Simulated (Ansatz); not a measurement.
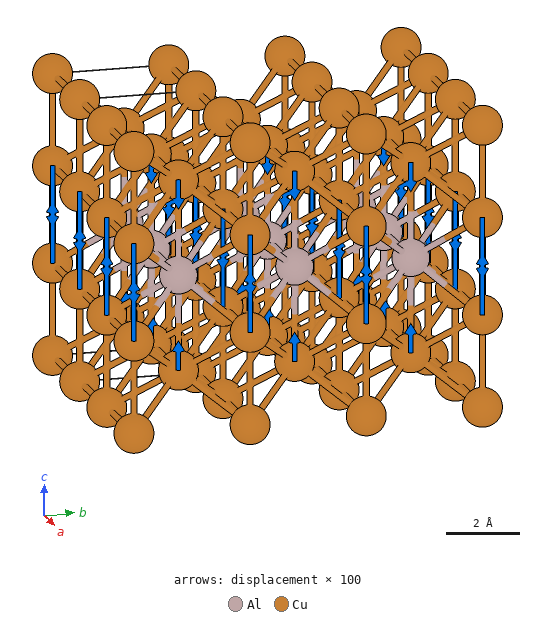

A relaxation of a crystal of AlCu₅ (a generated structure, set up in Pmmm). The starting structure is drawn; blue arrows show the displacements (the part carried along by the change of the cell is left out), magnified 100 times.

Style: ball-and-stick. Shown: the cell of the calculation, repeated 3 × 3 × 1 with one cell outlined, slightly off an axis.

Level of theory: DFT PBE, scalar-relativistic, plane waves, PAW (Ansatz 0.2.0). (plane-wave cutoff 420 eV; k-point mesh 14 × 12 × 6; occupations gaussian; smearing width 0.1 eV; no spin polarisation; cell and atoms relaxed; force threshold 0.01 eV/Å; at most 80 steps)

Which element moves most?

Copper: up to 0.018 Å, against 0.000 Å for aluminium.

What happened in the run?

The largest moves relative to the cell, 0.018 Å, are those of Cu atoms. Al stays in place. Cell: a 2.772 → 2.655 Å (−4.2 %), b 3.324 → 3.576 Å (+7.6 %), c 8.060 → 7.835 Å (−2.8 %). Volume +0.2 %. Near-neighbour distances that change, for instance: Cu–Cu 2.772 → 2.655 Å, Al–Al 2.772 → 2.655 Å, Cu–Cu 2.784 → 2.671 Å, Al–Cu 2.720 → 2.635 Å. The space group stays Pmmm (No. 47). The energy falls by 5.4 meV per atom in 6 accepted moves (8 points after the start). The largest force component goes from 0.091 to 0.001 eV/Å. The pressure goes from 0.28 to −0.01 GPa. At 2 points the geometry stayed and the basis and grid were re-selected for the new cell (energy shift of 0.2 meV per atom at most each time).
